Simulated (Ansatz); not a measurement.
# GeNH3+ (quartet): from Hartree-Fock to the top rungs, cc-pVDZ

Aim: climb from Hartree-Fock through coupled cluster and multireference methods for GeNH3+ (quartet) at one geometry and basis, and see what each rung misses.

The runs use Ansatz 0.2.0, Gaussian basis; cc-pVDZ, core rule «outside noble gas», up to 15 orbitals frozen.

Plan: UHF; CCSD(T) on ROHF; CCSD(T) on UHF; BCCD(T) on ROHF; CISD; CCSDT(Q) on ROHF; CCSDT(Q) on UHF; CASSCF and MRCISD+Q, 11 electrons in 11 orbitals; CASSCF and NEVPT2, 11 electrons in 11 orbitals.

27 further runs of the same task are left out: 12 that didn't finish, 15 set aside as unsound or not needed.

### 1 What is computed

The geometry is a PBE0/def2-TZVP stationary point (not a proven minimum) of the parent state, kept for this charge and spin. No spin-orbit coupling is included. The filled d shell of Ge may be among the frozen orbitals whatever the setting's name suggests; the logs give the count.

5 atoms, charge 1, spin multiplicity 4.

Atoms are counted from 1 here; the program's logs count them from 0.

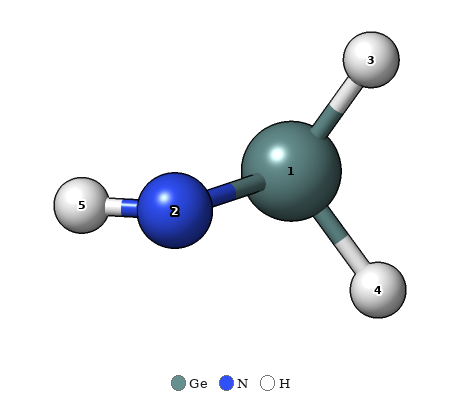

The geometry (germanium teal, nitrogen blue, hydrogen white); atoms are numbered from 1 in the order of the file.

### 2 UHF

in.yaml reads:

```yaml
crystal:
  periodic: [false, false, false]
  atoms:
    - {symbol: Ge, position_ang: [-0.047913, 0.000000, 0.304305]}
    - {symbol: N, position_ang: [0.195038, 0.000001, -1.544631]}
    - {symbol: H, position_ang: [0.709871, -1.259522, 0.807100]}
    - {symbol: H, position_ang: [0.709872, 1.259520, 0.807101]}
    - {symbol: H, position_ang: [-0.677115, 0.000001, -2.080067]}
basis:
  gaussian: {orbitals: cc-pVDZ}
total_charge: 1
magnetization: {spin_polarized: true, initial_magnetization: 3}
hamiltonian: {xc: hf}
output: {orbitals: {seedname: orbitals}}
```

Run with:

```console
$ ansatz run in.yaml --threads 1 --pin off --events-out ev --progress --plain --max-ram 2393MiB
```

The runs that follow: CCSD(T) on ROHF; CCSD(T) on UHF; BCCD(T) on ROHF; CISD; CCSDT(Q) on ROHF; CCSDT(Q) on UHF; CASSCF and MRCISD+Q, 11 electrons in 11 orbitals; CASSCF and NEVPT2, 11 electrons in 11 orbitals.

**Question.** What will the summary of the whole plan be? Wanted: UCCSDT(Q) below the RHF energy; RMP2 from UCCSDT(Q); UMP2 from UCCSDT(Q); RCCSD from UCCSDT(Q); RCCSD(T) from UCCSDT(Q); UCCSD(T) from UCCSDT(Q); RCCSDT(Q) from UCCSDT(Q); NEVPT2 valence from UCCSDT(Q); MRCISD+Q valence from UCCSDT(Q).

The runs gave:

| quantity | value |
| --- | --- |
| UCCSDT(Q) below the RHF energy | -6.1032 eV |
| RMP2 from UCCSDT(Q) | +1235.9 meV |
| UMP2 from UCCSDT(Q) | +1208.5 meV |
| RCCSD from UCCSDT(Q) | +169.7 meV |
| RCCSD(T) from UCCSDT(Q) | +43.9 meV |
| UCCSD(T) from UCCSDT(Q) | +38.0 meV |
| RCCSDT(Q) from UCCSDT(Q) | +7.0 meV |
| NEVPT2 valence from UCCSDT(Q) | +933.3 meV |
| MRCISD+Q valence from UCCSDT(Q) | +52.4 meV |
| levels within 1 kcal/mol (43 meV) | UCCSD(T), RCCSDT, UCCSDT, RCCSDT(Q) |
| T1 diagnostic | 0.033 |
| effectively unpaired electrons | 3.02 |

In words: RCCSD(T) misses by +43.9 meV, 0.7 % of the correlation energy. One determinant dominates. Of the multireference levels listed MRCISD+Q valence comes nearest in total energy (+52.4 meV), which doesn't show that its space is the better one. These misses are within one basis, not against nature; the frozen cores of restricted and unrestricted runs differ, which can shift their rows.
